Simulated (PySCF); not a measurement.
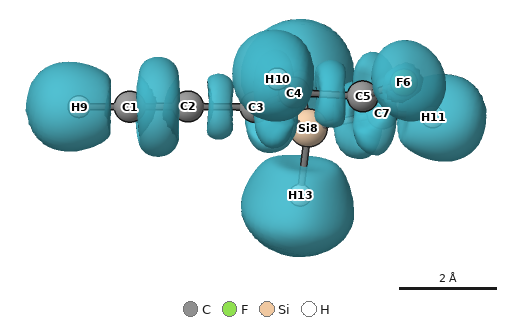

C₆H₅FSi (SMILES C#CC1=CC(F)=C[SiH2]1). Isosurface of the electron localisation function at 0.75 (cyan), seen from one side. Only the valence region is drawn (cores and ρ < 0.01 e/Å³ removed).

Geometry: GFN2-xTB.

The calculation used PBE0/pcSseg-1, SCF density, gas phase, non-relativistic (PySCF).

```xyz
13

C     3.1494    0.4258    0.5369
C     1.9719    0.2213    0.3912
C     0.6081    0.0241    0.1740
C    -0.1728   -0.7951    0.9090
C    -1.5582   -0.8389    0.4970
F    -2.3907   -1.6396    1.1922
C    -1.9516   -0.0935   -0.5427
Si   -0.4554    0.8447   -1.1817
H     4.1753    0.5901    0.6811
H     0.1642   -1.3892    1.7448
H    -2.9681   -0.0875   -0.8918
H    -0.0324    0.4452   -2.5225
H    -0.5439    2.2929   -1.0052
```

What do the ELF domains correspond to?

Answer. The surface consists of five regions between bonded C–C atoms (shared pairs), two regions between bonded C–Si atoms (shared pairs), five regions around hydrogen nuclei and one region on F in which the atom's valence shell and bonds are merged.

Values along the shortest contacts:
C–C (1.20 Å): the ELF peaks at about 0.90 between the atoms: a short, multiple covalent bond. C–F (1.35 Å): the ELF peaks at about 0.85 between the atoms: a polar covalent bond.
